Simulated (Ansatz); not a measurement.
# C2H3Cl2F (1,1-dichloro-1-fluoroethane) at PBE/6-31G(d) (spherical functions)

What is the energy change on altering one bond length of C2H3Cl2F (1,1-dichloro-1-fluoroethane) at PBE/6-31G* (spherical functions)? 

Program for the calculation: Ansatz 0.2.0.

69 further runs of the same task are left out: 1 that didn't finish, 68 set aside as unsound or not needed.

**1. The structure to begin with**

C2H3Cl2F: 8 atoms, total charge 0, spin state singlet. As SMILES, `CC(F)(Cl)Cl`. The coordinates come from a PBE0-D4/def2-TZVP relaxation.

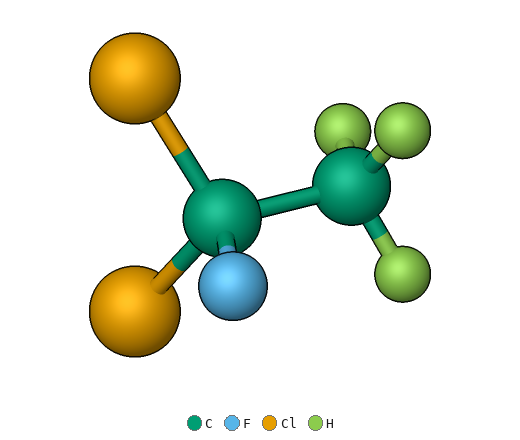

Viewed from a chosen angle; carbon teal, fluorine blue, chlorine amber, hydrogen green.

**2. A single-point energy at PBE/6-31G(d) (spherical functions)**

Input file in.yaml:

```yaml
crystal:
  periodic: [false, false, false]
  atoms:
    - {symbol: C, position_ang: [-0.133500, -0.505900, 0.646300]}
    - {symbol: C, position_ang: [0.199400, 0.391300, -0.511300]}
    - {symbol: F, position_ang: [1.523600, 0.643200, -0.537400]}
    - {symbol: Cl, position_ang: [-0.232400, -0.372700, -2.055900]}
    - {symbol: Cl, position_ang: [-0.641100, 1.950200, -0.373000]}
    - {symbol: H, position_ang: [0.163400, -0.011800, 1.572000]}
    - {symbol: H, position_ang: [0.414900, -1.442000, 0.535900]}
    - {symbol: H, position_ang: [-1.202100, -0.709300, 0.667600]}
basis:
  gaussian:
    orbitals: 6-31G_st_-spherical.json
accuracy: high
total_charge: 0
hamiltonian:
  xc: pbe
magnetization:
  spin_polarized: false
  initial_magnetization: 0
output:
  orbitals: {seedname: orbitals}
```

The basis set 6-31G* is read from a file made from the Basis Set Exchange's data (not shown).

On the command line:

```
$ ansatz run in.yaml --threads 1 --pin off --max-ram 3480MiB --events-out events.jsonl --progress --plain --runs-dir runs
```

Standard output:

```text
Warning: RAYON_NUM_THREADS=1 ignored (pool sized by the plan → 1); use --threads N
Functional definition: PBE
  name "PBE"
  parameter kappa = 0.804
  parameter beta = 0.06672455060314922
  exchange = pbe_x(kappa = kappa, mu = beta*pi^2/3)
  correlation = pbe_c(beta = beta)
1944 factors; integrals over basis functions are off by at most 3.8e-9 eV
mean field evaluation 1: about -29864.1472 eV, gradient 4.3e1 eV
mean field evaluation 2: about -29860.6669 eV, gradient 5.6e1 eV
mean field evaluation 4: about -29868.1910 eV, gradient 3.3e0 eV
mean field evaluation 8: about -29868.2002 eV, gradient 2.1e-1 eV
mean field evaluation 16: about -29868.2003 eV, gradient 1.9e-5 eV
mean field -29868.20031729 eV, -1097.6361162670 hartree, gradient 2.8e-8 eV, S^2 0.000000; 0 other end points of the search recorded, 0 dependent functions left out
reference -29868.20031968 eV, -1097.6361163550 hartree; 29, 29 occupied and 55, 55 virtual orbitals, 1944 factors
Total energy: -29868.20031968 eV, -1097.6361163550 hartree
```

Run time: 6.9 s. Hardware: 1 thread of Arm Neoverse V2, shared host; peak memory 0.22 GiB.

**3. The distorted shape at the same level**

Input file job.yaml:

```yaml
crystal:
  periodic: [false, false, false]
  atoms:
    - {symbol: C, position_ang: [0.875116, -2.376610, 0.480337]}
    - {symbol: C, position_ang: [1.208016, -1.479410, -0.677263]}
    - {symbol: F, position_ang: [2.532216, -1.227510, -0.703363]}
    - {symbol: Cl, position_ang: [0.776216, -2.243410, -2.221863]}
    - {symbol: Cl, position_ang: [-0.641100, 1.950200, -0.373000]}
    - {symbol: H, position_ang: [1.172016, -1.882510, 1.406037]}
    - {symbol: H, position_ang: [1.423516, -3.312710, 0.369937]}
    - {symbol: H, position_ang: [-0.193484, -2.580010, 0.501637]}
basis:
  gaussian:
    orbitals: 6-31G_st_-spherical.json
hamiltonian:
  xc: pbe
accuracy: high
output: {orbitals: {seedname: orbitals}}
```

The basis set 6-31G* is read from a file made from the Basis Set Exchange's data (not shown).

On the command line:

```
$ ansatz run job.yaml --threads 1 --pin off --max-ram 3480MiB --events-out events.jsonl --progress --plain --runs-dir runs
```

Standard output, shortened:

```text
Warning: RAYON_NUM_THREADS=1 ignored (pool sized by the plan → 1); use --threads N
[... 6 set-up lines as earlier in the session ...]
1832 factors; integrals over basis functions are off by at most 7.9e-9 eV
mean field evaluation 1: about -29856.6238 eV, gradient 4.7e1 eV
mean field evaluation 2: about -29575.0226 eV, gradient 1.9e2 eV
mean field evaluation 4: about -29843.8897 eV, gradient 5.7e1 eV
mean field evaluation 8: about -29864.7709 eV, gradient 1.5e-2 eV
mean field evaluation 16: about -29848.0675 eV, gradient 4.0e1 eV
mean field evaluation 32: about -29863.4663 eV, gradient 1.4e1 eV
mean field -29864.77092368 eV, -1097.5100883765 hartree, gradient 3.1e-8 eV, S^2 0.000000; 5 other end points of the search recorded, 0 dependent functions left out
reference -29864.77092654 eV, -1097.5100884816 hartree; 29, 29 occupied and 55, 55 virtual orbitals, 1832 factors
Total energy: -29864.77092654 eV, -1097.5100884816 hartree
```

It took 9.9 s on 1 thread of Arm Neoverse V2, shared host; peak memory 0.21 GiB.

**4. Results**

At PBE/6-31G* (spherical functions):

| quantity | value |
| --- | --- |
| first shape: total energy | -1097.63612 Eh |
| first shape: HOMO energy | -7.28 eV |
| first shape: LUMO energy | -1.13 eV |
| first shape: HOMO–LUMO gap | 6.15 eV |
| distorted shape: total energy | -1097.51009 Eh |
| energy change with the C2–Cl5 bond stretched from 1.776 to 3.908 Å | 3.429 eV |

One bond (distorted shape) is far stretched, which a spin-restricted single reference describes badly; a broken-symmetry solution may lie lower. With the C2–Cl5 bond stretched from 1.776 to 3.908 Å the energy rises by 3.43 eV (331 kJ/mol). The first shape isn't relaxed at this level, so the change isn't measured from a minimum. A restricted reference can't describe the breaking bond well at this length.
